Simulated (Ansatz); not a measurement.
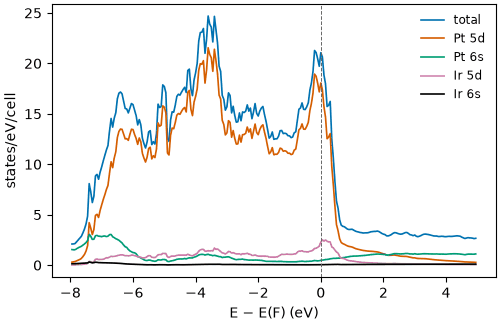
Fig. 1. Total and projected density of states of IrPt₁₁ in space group Pm (No. 6; Pearson symbol mP12), the program Ansatz at the r²SCAN level (PAW)

Which orbitals carry the states next to the Fermi level?

Within 0.5 eV of the Fermi level: Pt 5d 84 %, Ir 5d 11 %. Projections are on Löwdin-orthogonalised atomic valence shells; empty p or d shells of many metals are not among them.

Where is the tallest occupied peak in this window, and what makes it?

Near -3.6 eV, about 25 states/eV per cell; the largest projected share is Pt 5d.

The start of the workflow was typed in or built on a structure type; neither database checked (COD, Materials Project) lists it. Its standing as an ambient phase is unchecked. The cell was relaxed with r²SCAN under the symmetry of its start; its stability against distortions is not shown here. The run is not spin-polarised. Scalar-relativistic: spin–orbit coupling is off unless named, which matters more the heavier the elements.

Potentials: the earlier of the program's two PAW sets. The files were generated under PBE; for other functionals the program regenerates the frozen cores, and for LDA and PBEsol the local potential too.
